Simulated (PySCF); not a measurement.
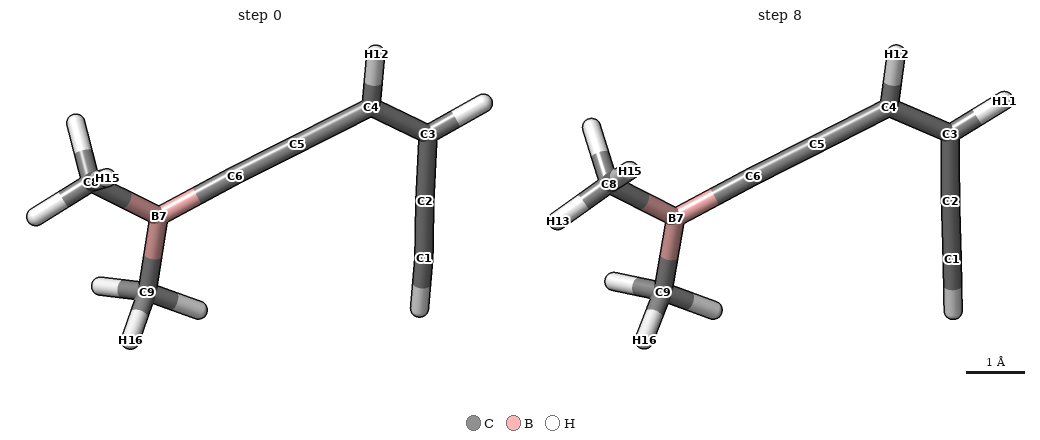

The structure of C8H9B before (left) and after (right) a relaxation, at one scale.

The picture is a stick view, seen from a free direction.

The start comes from GFN2-xTB. Its atoms were then displaced at random by about 0.01 Å.

Theory: PBE0-D3(BJ)/def2-SVP geometry optimisation, gas phase in PySCF 2.14.0, density-fitted response routines. 

Question: Summarise the run.

Answer: The atom that moves furthest after the best rigid fit is an H atom (0.24 Å). Largest moves by element: H 0.24 Å, C 0.15 Å, B 0.06 Å. Among the contacts that change: C–C 1.300 → 1.357 Å, B–C 1.487 → 1.528 Å, C–C 1.186 → 1.215 Å, C–H 1.126 → 1.100 Å. Among the angles between lasting bonds that change: C–C–H 122.8° → 118.0°, B–C–H 112.3° → 108.2°, B–C–H 112.4° → 108.9°. After 8 geometry steps the energy has fallen by 0.246 eV.
